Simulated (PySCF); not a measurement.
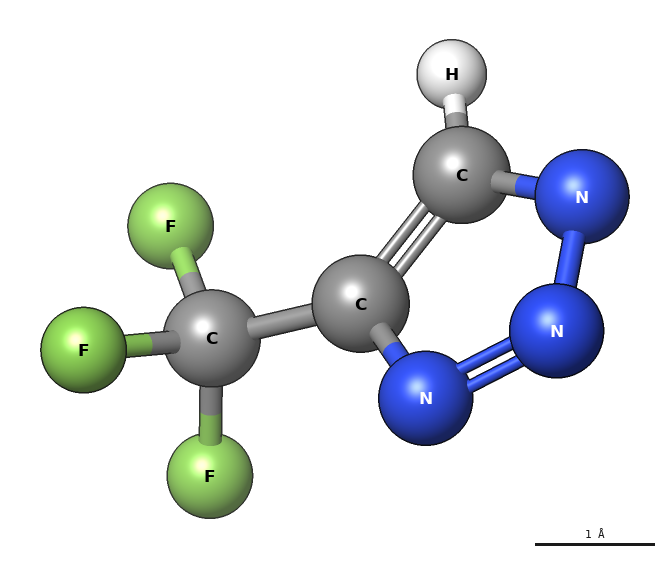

A ball-and-stick model of a molecule. Multiple sticks mark multiple bonds (one Kekulé form).

The species has charge −1 and is a spin singlet. The geometry was computed by an optimisation with GFN2-xTB. No frequency run is at hand to confirm it as a minimum.

**What is the molecular formula?**

C₃HF₃N₃⁻, 10 atoms: 3 carbon, 1 hydrogen, 3 fluorine and 3 nitrogen.

**What is the point group of this geometry?**

Cs.

**Describe its rings.**

Independent rings (smallest set): 1 of 5 members, 1 of them aromatic.

The parts below concern this one geometry. Atoms keep their numbers from picture to picture.

## Spin–spin coupling

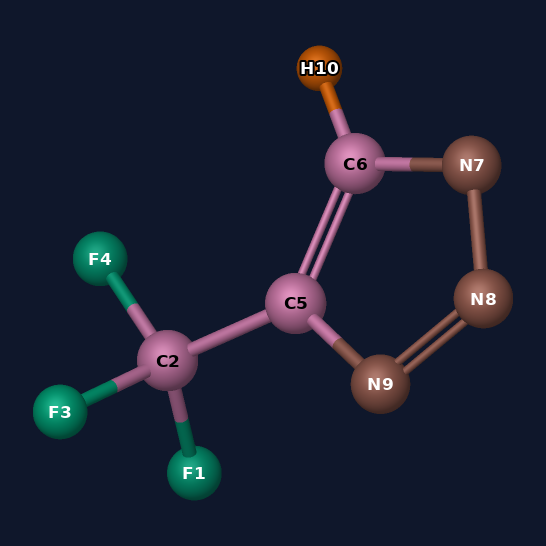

No frequency run is at hand to confirm it as a minimum. Properties computed with B3LYP/pcJ-1 indirect spin-spin coupling, non-relativistic, gas phase (PySCF 2.14.0). Isotopes: 13C, 19F, 1H, 15N.

Give the spin–spin coupling constants of these pairs, with the number of bonds between them: F1/C2, C2/F4, C2/F3, F1/F4, F1/C5, F1/F3, F3/C5, F1/N9, F1/C6, F3/N9, F3/C6, F4/C6.

```
  pair  bonds apart  J (Hz)
F1, C2            1  −332.0
C2, F4            1  −316.0
C2, F3            1  −331.9
F1, F4            2    88.8
F1, C5            2    31.7
F1, F3            2    86.7
F3, C5            2    31.8
F1, N9            3     1.8
F1, C6            3     2.7
F3, N9            3     1.8
F3, C6            3     2.7
F4, C6            3    −6.5
```

Density functionals are unreliable for couplings to fluorine, so those rows may be far off.

## Electronic properties

No frequency run is at hand to confirm it as a minimum. Method: B3LYP/pcJ-1, gas phase (PySCF 2.14.0).

**Estimate the HOMO energy (Kohn–Sham orbital).**

−1.98 eV.

## Quadrupole coupling

No frequency run is at hand to confirm it as a minimum. Electric field gradients from the ground-state density, B3LYP/pcJ-1 (PySCF 2.14.0), non-relativistic apart from any core potentials.

Give the largest field-gradient component, the quadrupole coupling constant and the asymmetry for 14N at N7 (Q = 20.44 mb), 14N at N8 (Q = 20.44 mb), 14N at N9 (Q = 20.44 mb), 2H at H10 (Q = 2.86 mb).

| atom | V_zz (a.u.) | e²qQ/h (MHz) | η |
| --- | --- | --- | --- |
| N7 | −1.000 | −4.80 | 0.20 |
| N8 | −1.038 | −4.98 | 0.44 |
| N9 | −1.003 | −4.82 | 0.21 |
| H10 | 0.338 | 0.227 | 0.07 |
